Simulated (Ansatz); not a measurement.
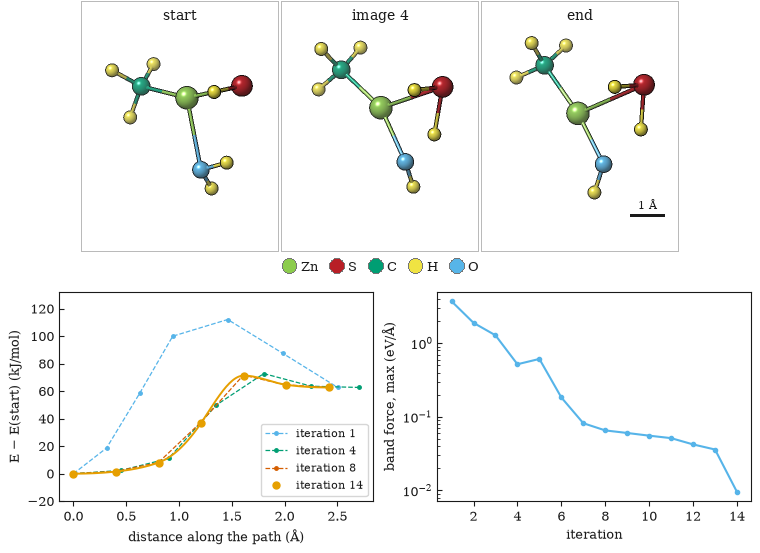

A nudged-elastic-band calculation for CH6OSZn. Images are numbered from 0 (start) to 6 (end). The plot follows the band through its iterations. Style: ball-and-stick. Shown from a free direction.

The calculation used RKS B3LYP-D4/def2-SVP (Ansatz). Set-up: 5 movable images; climbing image; force threshold 0.03 eV/Å; iteration limit 60; spring constant 20.0 eV/Å²; starting path through a guess of the saddle point.

> Judge this run.

The run is converged, with reservations. The band converged in 14 iterations. The largest component of the band force went from 3.7 to 0.0096 eV/Å. The climbing image converged on the top of the path. Its curvatures weren't checked. The first iteration put the highest image at 112.2 kJ/mol. The energy climbs by 71.4 kJ/mol to image 4 and then falls by 8.6 kJ/mol, so the end point sits at +62.7 kJ/mol.

The run took 2.3 min on 2 threads of Intel(R) Xeon(R) 6975P-C (Granite Rapids), on a shared host, peak memory 0.27 GiB.
